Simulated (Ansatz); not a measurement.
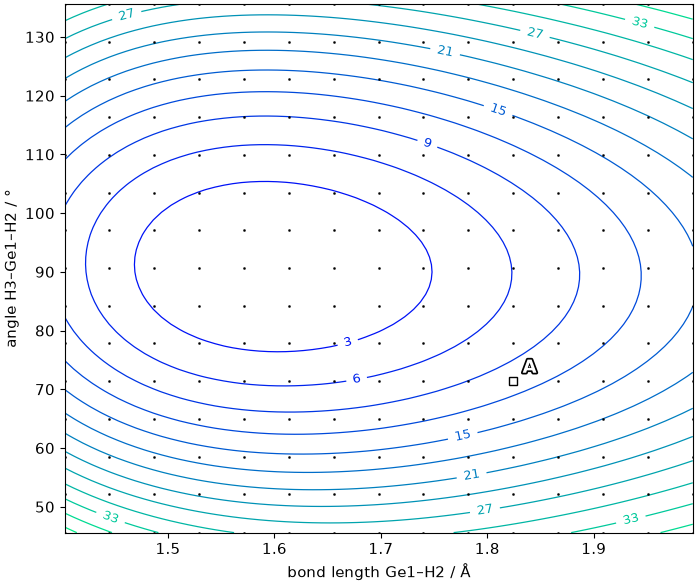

GeH2. First axis: bond length Ge1–H2. Second axis: angle H3–Ge1–H2. Nothing is relaxed (all other coordinates rigid). The scan uses a 15 × 15 grid. All energies are given in kcal/mol relative to the relaxed molecule at the same level. Theory: Ansatz 0.2.0, RKS PBE0-D4/def2-TZVP.

In the figure: contour lines labelled in kcal/mol, dots at the grid points, the point A. Between grid points the surface is interpolated.

### Is A at rest? If not, where is it pushed?

A, at bond length Ge1–H2 = 1.824 Å, angle H3–Ge1–H2 = 71.4°, is not a stationary point. The computed force is 40 kcal/mol for each Å towards smaller values of bond length Ge1–H2 and 0.51 kcal/mol for each degree towards larger values of angle H3–Ge1–H2.
